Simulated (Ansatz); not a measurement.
## Electronic structure of CH7BSi (SMILES CB[SiH3]) in real space

Input file:

```
crystal:
  periodic: [false, false, false]
  atoms:
    - {symbol: C, position_ang: [-1.373400, 1.035904, -2.096665]}
    - {symbol: B, position_ang: [-0.686255, 0.712304, -0.736411]}
    - {symbol: Si, position_ang: [-1.688973, 0.339959, 0.984776]}
    - {symbol: H, position_ang: [-1.407047, 0.039639, -2.595073]}
    - {symbol: H, position_ang: [-0.782864, 1.678244, -2.769454]}
    - {symbol: H, position_ang: [-2.414794, 1.387503, -2.044900]}
    - {symbol: H, position_ang: [0.522687, 0.637578, -0.701207]}
    - {symbol: H, position_ang: [-1.177459, -0.880749, 1.683373]}
    - {symbol: H, position_ang: [-1.470852, 1.500187, 1.910369]}
    - {symbol: H, position_ang: [-3.166070, 0.185001, 0.800607]}
basis:
  gaussian: {orbitals: def2-TZVPD}
total_charge: 0
hamiltonian: {xc: pbe0}
output: {forces: true, orbitals: {seedname: orbitals}}
```

Run with:

```sh
ansatz run input.yaml --threads 1 --pin off --max-ram 2610MiB --events-out events.jsonl --progress --plain --runs-dir runs
```

Geometry: B3LYP-D3(BJ)/def2-SVP.

Level of theory: Ansatz, isolated molecule in a Gaussian basis; Kohn-Sham density functional theory, functional PBE0.

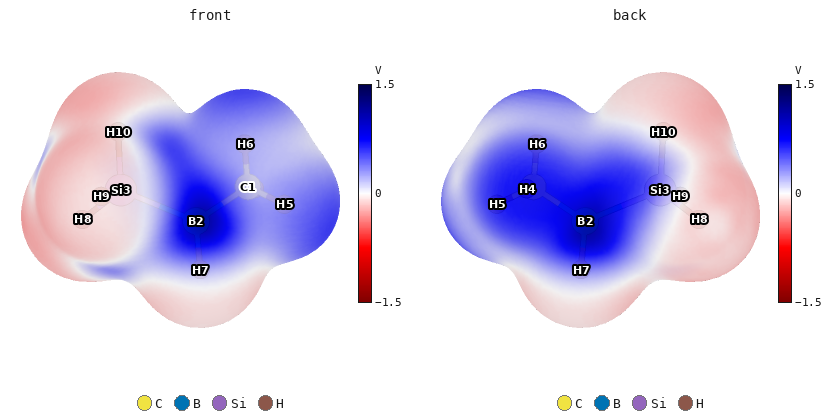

Figure 1. The molecular electrostatic potential painted on the density surface at 0.001 e/bohr³, seen from the front and from behind; the colour scale runs from red (negative) to blue (positive).

### Which sites attract a positive test charge, and which a negative one?

A positive charge is drawn to the negative regions and a negative charge to the positive ones. The most negative region (about −0.2 V) lies over H8, H9 and H10, the most positive (about +1.1 V) over B2.

### How polar is the molecule by this calculation?

Its dipole moment is 1.20 D.

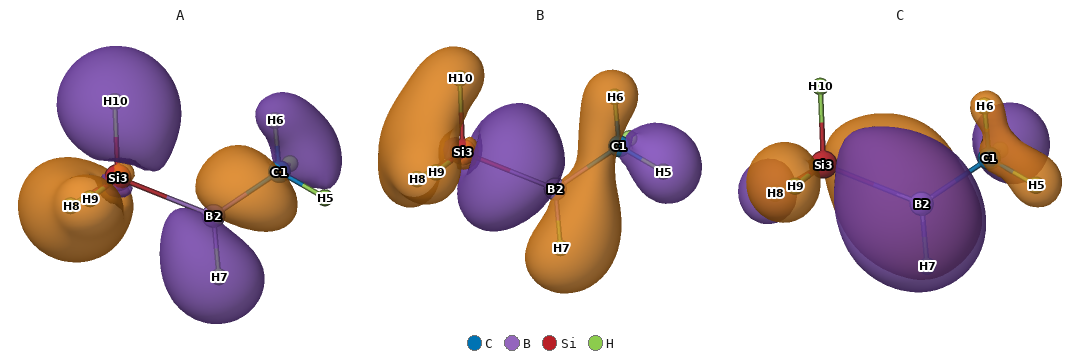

Figure 2. Three frontier orbitals at ±0.08 Å⁻³ᐟ² (orange and purple are the two phases), in no order.

### Which picture is the HOMO−1, the HOMO and the LUMO?

A is the HOMO−1 (−9.15 eV). It lies mainly on Si3 (about 25 %), H10 (about 20 %), B2 (about 15 %), C1 (about 15 %), H8 (about 10 %) and H7 (about 10 %). B is the HOMO (−7.92 eV). By Hirshfeld shares it lies mainly on Si3 (about 35 %), B2 (about 30 %), H7 (about 10 %) and C1 (about 10 %). C is the LUMO (−1.86 eV). By Hirshfeld shares it lies mainly on B2 (about 55 %), Si3 (about 20 %), C1 (about 10 %) and H7 (about 5 %).

### What is the HOMO–LUMO gap?

6.06 eV between the orbital energies.

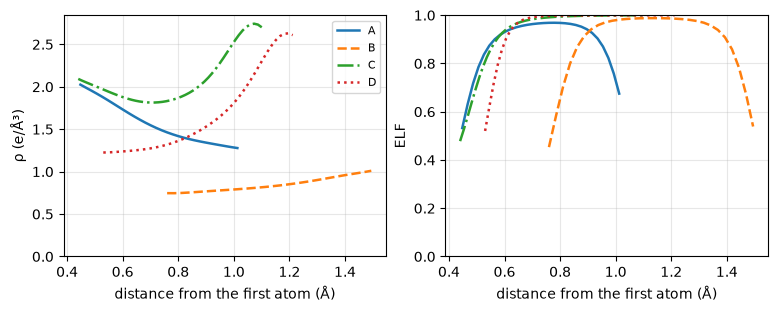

Figure 3. Total electron density and electron localisation function along straight lines between neighbouring atoms. The curves leave out the atomic cores.

### Which curve belongs to which contact (B–H, C–B, C–H and Si–B)? The first atom named is at distance zero.

Curve A: C–B (1.56 Å): ρ is about 1.4 e/Å³ halfway; the ELF peaks at about 0.95 between the atoms: a shared electron pair. Curve B: Si–B (2.03 Å): the density is about 0.79 e/Å³ at the midpoint; the ELF peaks at about 1 between the atoms, as expected for a shared electron pair. Curve C: C–H (1.10 Å): ρ is about 1.9 e/Å³ halfway; the ELF climbs to about 1 towards the hydrogen, as it does in any bond to H: an ordinary covalent bond to hydrogen. Curve D: B–H (1.21 Å): ρ is about 1.2 e/Å³ halfway; the ELF climbs to about 1 towards the hydrogen; an ordinary covalent bond to hydrogen.
